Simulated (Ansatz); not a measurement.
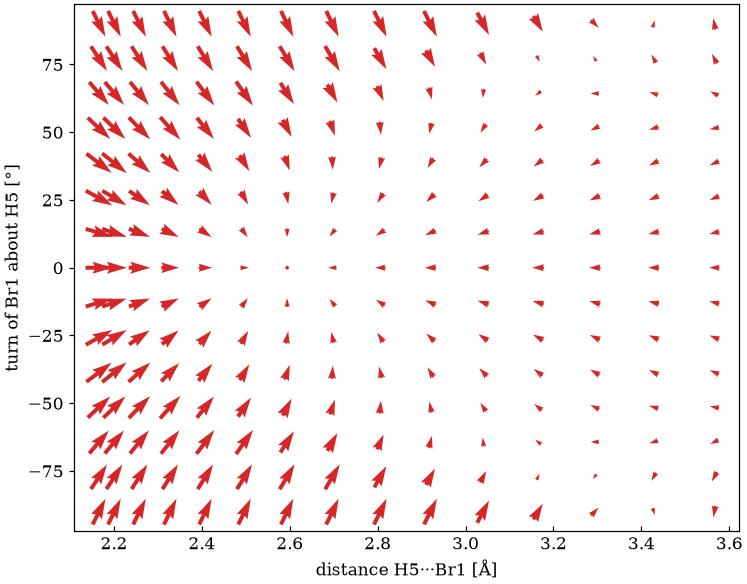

The pair Br···CH₄, charge −1. The turn is about an axis along (1.00, −0.03, −0.07) in the frame of the relaxed pair, normal to the line between the partners. First axis: distance H5···Br1. Second axis: turn of Br1 about H5. The grid has 15 × 15 points. Points are written as (first, second). These are results of RKS SPW92 (LDA)/def2-TZVPD in Ansatz, not measurements.

The picture shows arrows along the force (downhill), their lengths compressed.

The arrows alone are given. Where is the energy lowest?

The arrows converge at about (2.578 Å, 0°) (read from the interpolated surface).

The energy map of the same scan:

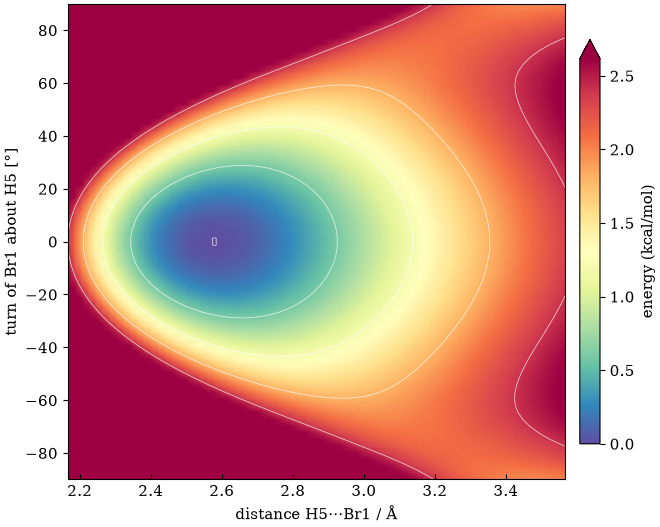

Energies are in kcal/mol, from the lowest grid point; between grid points the surface is interpolated.
